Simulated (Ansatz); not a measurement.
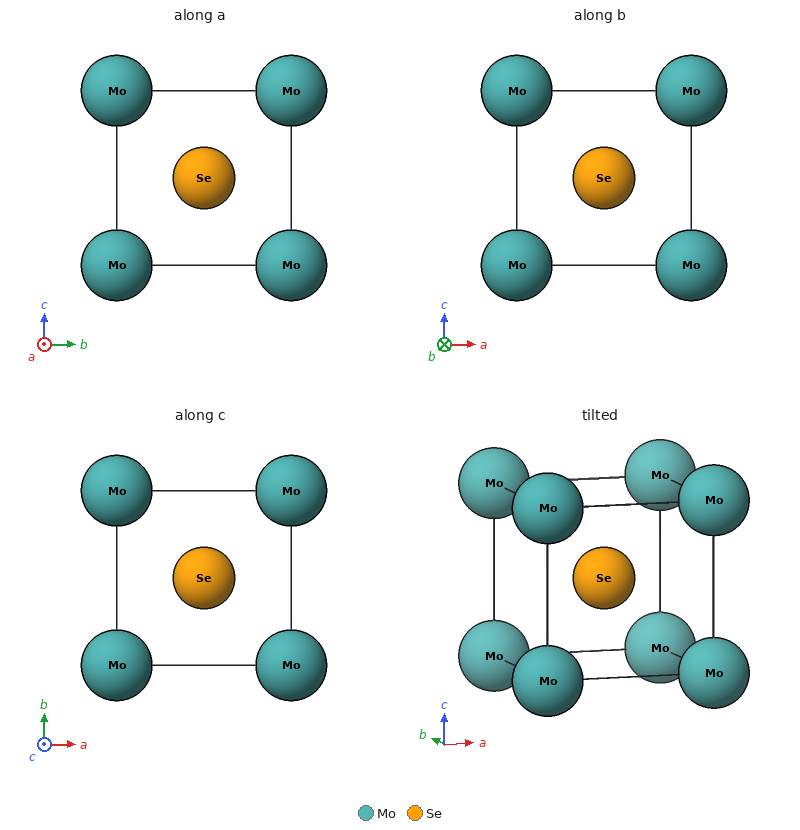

The figure gives a spheres-only picture of the atoms, viewed along the a axis, along the b axis, along the c axis and slightly off an axis. The parallelepiped is the conventional unit cell.

Lattice parameters: a = 3.343 Å, b = 3.343 Å, c = 3.343 Å, α = 90.00°, β = 90.00°, γ = 90.00°.

> Give the structure in the form of a table of Wyckoff sites.

Space group Pm-3m (No. 221).
| atom | site | x | y | z |
| --- | --- | --- | --- | --- |
| Mo | 1a | 0.0000 | 0.0000 | 0.0000 |
| Se | 1b | 0.5000 | 0.5000 | 0.5000 |

Provenance: a structure type filled with these elements by a generator (whether the compound takes this form wasn't checked). Earlier steps of the study may have refined or changed the cell and positions. Ansatz was used for an electronic-structure calculation on it.

At this level of theory the cell isn't at rest (stretched, at -21 GPa), so its distances can differ from those at equilibrium, the more so the softer the solid.
